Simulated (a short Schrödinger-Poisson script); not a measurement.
System: symmetric double-gate stack, Al2O3 on p-type In0.53Ga0.47As, at 300 K.

```tsv
layer	material	thickness (nm)	Na (cm⁻³)
1	Al2O3	2.7	-
2	In0.53Ga0.47As	5	5e17
3	Al2O3	2.7	-
```

The device is made up for the run: typed textbook-type constants, with dimensions and the other settings drawn at random. Al2O3: permittivity 9, conduction-band edge (eV) 3.16, gap (eV) 6.8, electron mass (mₑ) 0.3. In0.53Ga0.47As: permittivity 13.9, conduction-band edge (eV) 0, gap (eV) 0.74, Nv at 300 K (cm⁻³) 7.7e18.

Channel valleys (confinement mass, in-plane density-of-states mass, number): Γ 0.041, 0.041, 1. At the gates, both at one voltage, the conduction-band edge of layer 1 lies 3.41 eV − eVg above the Fermi level of the channel. Gaps are held at their typed values at every temperature. Mesh 0.03 nm at interfaces.

From a short Schrödinger-Poisson script (our own, NumPy): 1D Poisson equation in equilibrium, electrons quantum, Hartree (BenDaniel-Duke, 12 states a valley, the channel's in-plane mass for all, wave functions free to enter the dielectric), parabolic valleys, classical holes, full ionisation, no traps, pinning or gate leakage.

Only gate voltages with over 1e8 electrons/cm² are shown.

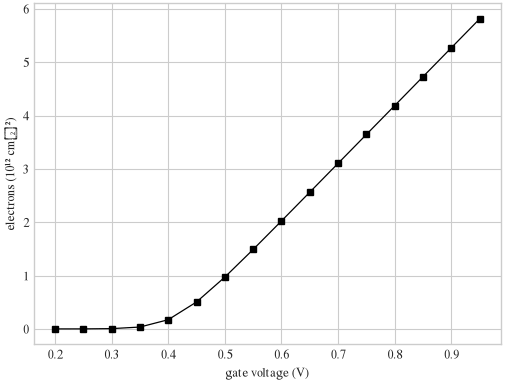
Figure: Sheet density against gate voltage

| Vg (V) | electrons (cm⁻²) | C (μF/cm²) | Γ E0 (meV) | Γ E1 (meV) |
|---|---|---|---|---|
| 0.2 | 1.15e8 | < 0.003 | 213.3 | 761.9 |
| 0.3 | 5.45e9 | 0.0340 | 113.5 | 662.0 |
| 0.4 | 1.72e11 | 0.752 | 19.2 | 567.3 |
| 0.5 | 9.71e11 | 1.61 | -53.7 | 492.6 |
| 0.6 | 2.02e12 | 1.72 | -117.9 | 425.8 |
| 0.7 | 3.10e12 | 1.73 | -181.2 | 360.0 |
| 0.8 | 4.19e12 | 1.74 | -244.5 | 294.2 |
| 0.9 | 5.27e12 | 1.74 | -307.7 | 228.4 |

Subbands count from the Fermi level. The capacitance is that of both gates.

Above a few 1e12 electrons/cm² a light Γ valley is non-parabolic and upper valleys begin to fill, which the model leaves out.
